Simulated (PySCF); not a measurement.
**Excited-state calculation of C$_{7}$H$_{12}$GaN**

- system: C$_{7}$H$_{12}$GaN, SMILES C[CH2][GaH2-][n+]1ccccc1
- method: TDDFT CAM-B3LYP/def2-SVPD, vertical, gas phase, core orbitals frozen in the response (PySCF 2.14.0)

The geometry comes from this level: PBE0-D3(BJ)/def2-SVP. It belongs to a series of runs on one base structure; here: constitutional isomer.

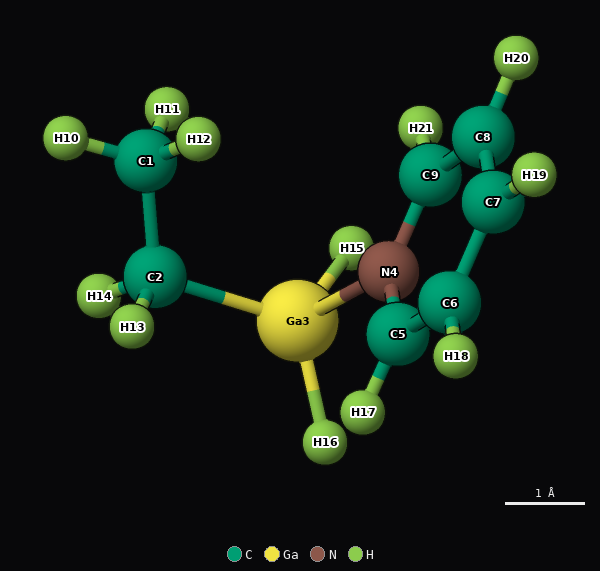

*The input geometry (ball-and-stick view, seen at a tilt; atoms are numbered from 1 in the order of the input). Sticks mark near contacts.*

Bond lengths as drawn: C–C 1.39 to 1.52 Å, C–Ga 2.00 Å, C–H 1.09 to 1.10 Å, C–N 1.34 Å, Ga–H 1.59 Å and Ga–N 2.13 Å.

Input
```
{"job": {"kind": "uv", "xc": "CAM-B3LYP", "basis": "def2-SVPD", "ip": true}, "charge": 0, "multiplicity": 1}
C     -2.285804     0.524111     0.664730
C     -2.137878    -0.967292     0.385116
Ga    -1.027647    -1.412184    -1.217349
N      0.768586    -0.396338    -0.682792
C      1.661138    -0.994353     0.111067
C      2.796120    -0.337291     0.571315
C      3.004184     0.986121     0.188723
C      2.070409     1.602374    -0.640653
C      0.962795     0.871656    -1.055946
H     -2.932134     0.737614     1.534419
H     -2.721733     1.057503    -0.196769
H     -1.313224     1.002924     0.873949
H     -1.720338    -1.485783     1.266648
H     -3.132978    -1.419660     0.224858
H     -1.348011    -0.606734    -2.550828
H     -0.444801    -2.885335    -1.328852
H      1.448266    -2.034341     0.374317
H      3.502802    -0.860189     1.217717
H      3.886478     1.531263     0.532573
H      2.193449     2.636562    -0.966343
H      0.199307     1.299037    -1.711566
```

The first line tells a small driver script what to run in PySCF; the rest is the geometry in Å.

Launch command:
```bash
OMP_NUM_THREADS=1 python <driver script> task.json out
```

Log
```
coarse grid: 78464 points
cycle   1  E = -2252.9712808147  dE =  7.121e-01  |g| = 5.595e-01  |ddm| = 1.215e+01
cycle   2  E = -2252.9832759441  dE = -1.200e-02  |g| = 5.764e-01  |ddm| = 1.902e+00
cycle   3  E = -2253.0312142543  dE = -4.794e-02  |g| = 4.414e-02  |ddm| = 8.578e-01
cycle   4  E = -2253.0315720478  dE = -3.578e-04  |g| = 1.635e-02  |ddm| = 1.920e-01
cycle   5  E = -2253.0316250019  dE = -5.295e-05  |g| = 5.488e-03  |ddm| = 4.340e-02
cycle   6  E = -2253.0316319981  dE = -6.996e-06  |g| = 8.132e-04  |ddm| = 1.185e-02
final grid: 167208 points
cycle   7  E = -2253.0316690592  dE = -2.387e-07  |g| = 7.013e-04  |ddm| = 1.264e-02
cycle   8  E = -2253.0316690162  dE =  4.297e-08  |g| = 8.739e-04  |ddm| = 3.812e-03
cycle   9  E = -2253.0316692027  dE = -1.865e-07  |g| = 1.113e-04  |ddm| = 1.918e-03
cycle  10  E = -2253.0316692061  dE = -3.351e-09  |g| = 4.885e-05  |ddm| = 2.709e-04
cycle  11  E = -2253.0316692070  dE = -9.236e-10  |g| = 1.453e-05  |ddm| = 2.080e-04
```

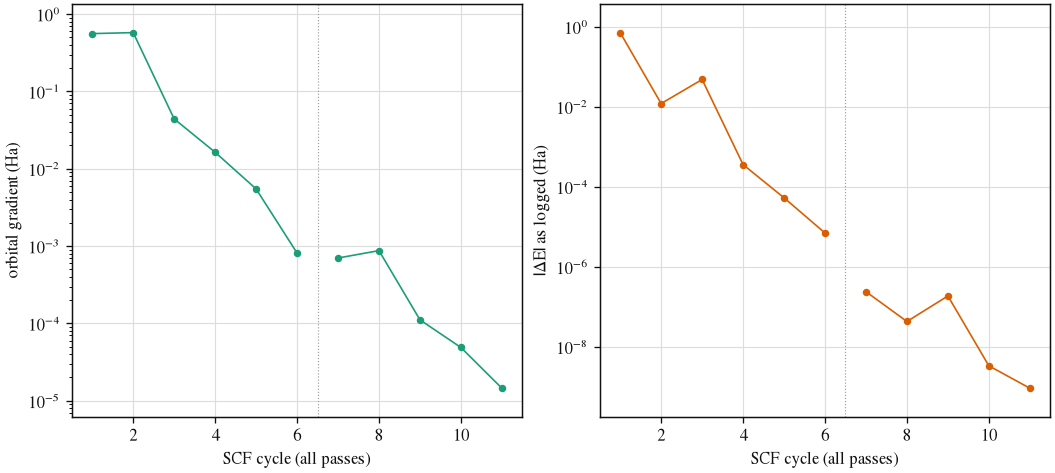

*Convergence of the self-consistent field: orbital gradient and size of the energy change against the SCF cycle. The dotted line marks the change from a coarse to the final integration grid.*

The first 6 cycles use a coarse grid, the final grid takes over at cycle 7, and the field converges after 11 cycles in all.

```
converged SCF energy = -2253.0316692070

Static polarisability (au): isotropic 120.149, principal 99.370 121.629 139.450

Singlet excitations
state   eV       nm        f      main configurations
  1   4.6084    269.0   0.04462   H->L 0.98
  2   5.1653    240.0   0.00304   H->L+1 0.88, H-2->L 0.08
  3   5.2636    235.6   0.00024   H-1->L 0.97
  4   5.6210    220.6   0.05201   H-2->L 0.70, H-5->L+1 0.13, H->L+1 0.11
  5   5.7694    214.9   0.00403   H-3->L 0.77
  6   5.9286    209.1   0.00679   H-1->L+1 0.99
  7   6.3692    194.7   0.02039   H->L+2 0.44, H->L+5 0.36
  8   6.3928    193.9   0.00163   H-3->L+1 0.73, H-4->L+1 0.08
  9   6.4719    191.6   0.02993   H->L+3 0.57, H->L+2 0.15, H->L+5 0.12
 10   6.4867    191.1   0.01026   H-2->L+1 0.54, H-5->L 0.34

Triplet excitations (Tamm-Dancoff, eV): 4.1688 4.4341 4.5757 5.0714
Vertical ionisation energy (delta-SCF) = 8.4480 eV
Vertical electron affinity (delta-SCF) = 0.2636 eV
```

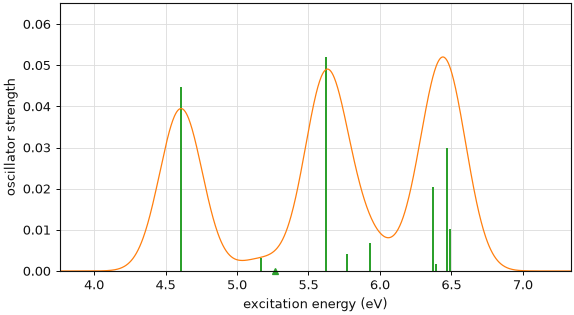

*Computed excitations as sticks (degenerate states added up, dark ones marked on the axis), with a Gaussian envelope of 0.35 eV full width at half maximum, scaled to the tallest.*

Of the 10 states the lowest lies at 4.61 eV (f = 0.045); the strongest line is at 5.62 eV, or 221 nm (f = 0.052).

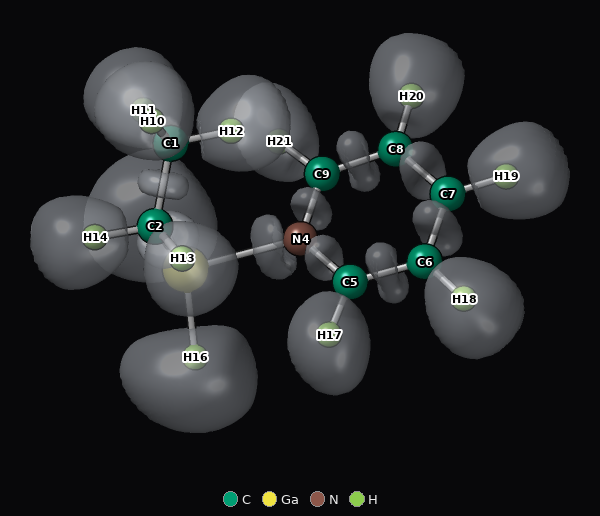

*Isosurface of the ELF at 0.8 (grey), seen at a tilt. Core shells and regions of very low density are left out.*

The ELF exceeds this value in five regions between bonded C–C atoms (shared pairs), two regions between bonded C–N atoms (shared pairs), twelve regions around hydrogen nuclei, one lobe of the valence shell of C pointing towards Ga and one lobe of the valence shell of N pointing towards Ga. Values along the shortest contacts: C–C (1.39 Å): the ELF peaks at about 0.95 between the atoms, which marks a shared electron pair.

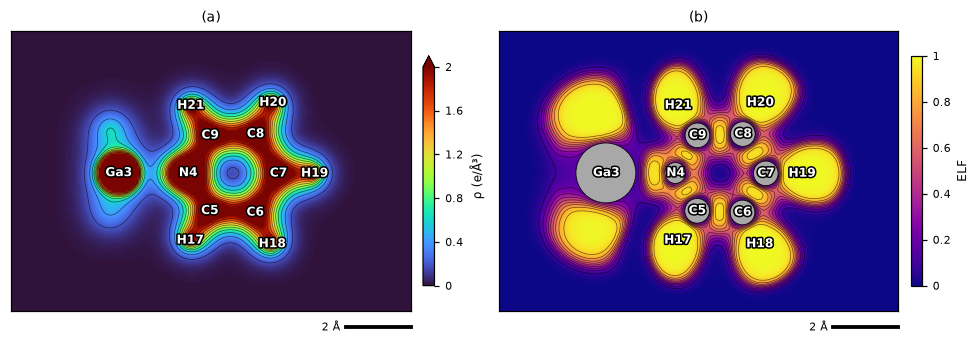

*(a) electron density; (b) electron localisation function on the plane of atoms N4, C5 and H17. Grey discs, where drawn, cover atomic cores.*

Ga–N (2.13 Å): ρ at the midpoint is about 0.46 e/Å³; the ELF peaks at about 0.95 in the valence shell of N, 0.7 Å from its nucleus, and is about 0.30 at the midpoint.

Results in brief

```csv
quantity,value
outcome,converged
total energy,−2253.031669 hartree
HOMO,−7.79 eV
LUMO,−0.87 eV
dipole moment,6.34 D
mean polarisability,120.15 a.u.
vertical ionisation energy,8.45 eV
vertical electron affinity,0.26 eV
lowest singlet excitation,4.61 eV
hardware,"1 CPU thread, shared host"
wall time,12 min
peak memory,1.7 GiB
```

Remarks

Spin–orbit coupling is left out, which matters for the heavy atoms.
